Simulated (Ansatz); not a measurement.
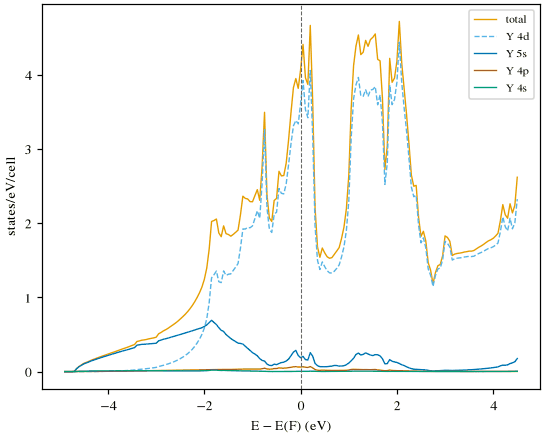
Figure. Total and projected density of states of Y (hcp (Mg type), P6_3/mmc), PBE+D3(BJ) (plane waves, PAW; program Ansatz)

Question: Which orbitals carry the states next to the Fermi level?

Answer: Within 0.5 eV of the Fermi level: Y 4d 89 %, Y 5s 5 %. Projections are on Löwdin-orthogonalised atomic valence shells; empty p or d shells of many metals are not among them.

The cell was relaxed with PBE+D3(BJ) under the symmetry of its start. No spin polarisation was allowed. The pairwise dispersion correction was not fitted to metals. Scalar-relativistic: spin–orbit coupling is off unless named, which matters more the heavier the elements.

Potentials: the earlier of the program's two PAW sets.
